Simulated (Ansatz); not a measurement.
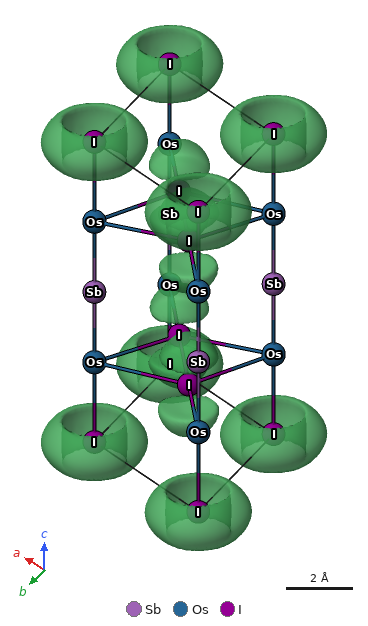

SbOs2I5. Isosurface of the ELF at 0.7 (green), seen at an oblique angle. Only the valence region is drawn (cores and ρ < 0.01 e/Å³ removed). Sticks mark near contacts.

Space group P6/mmm; a structure generated by program, which may or may not match a known phase; computed without spin polarisation.

Method: DFT PBE, scalar-relativistic, plane waves, PAW in Ansatz.

Core electrons are frozen (PAW), and the valence fields are smoothed inside the atomic spheres.

```xyz
8
Lattice="5.4548 0.0000 0.0000 -2.7274 4.7240 0.0000 0.0000 0.0000 10.3427" Properties=species:S:1:pos:R:3 pbc="T T T"
Sb    0.0000    0.0000    5.1713
Os    0.0000    0.0000    7.5952
Os    0.0000    0.0000    2.7474
I     0.0000    3.1494    2.6874
I     2.7274    1.5747    2.6874
I     2.7274    1.5747    7.6552
I     0.0000    3.1494    7.6552
I     0.0000    0.0000    0.0000
```

> Identify the bonds, lone pairs and shells in this picture.

The ELF exceeds this value in eight lobes on I, pointing away from the bonds (lone pairs) and one region wrapped around I (its valence shell), counted in one cell of 8 atoms. Regions shared between cells count once.

Values along the shortest contacts:
Sb–Os (2.42 Å): the ELF is about 0.40 at the midpoint. Os–I (2.75 Å): the ELF is about 0.40 at the midpoint and 0.15 at its lowest between the atoms.
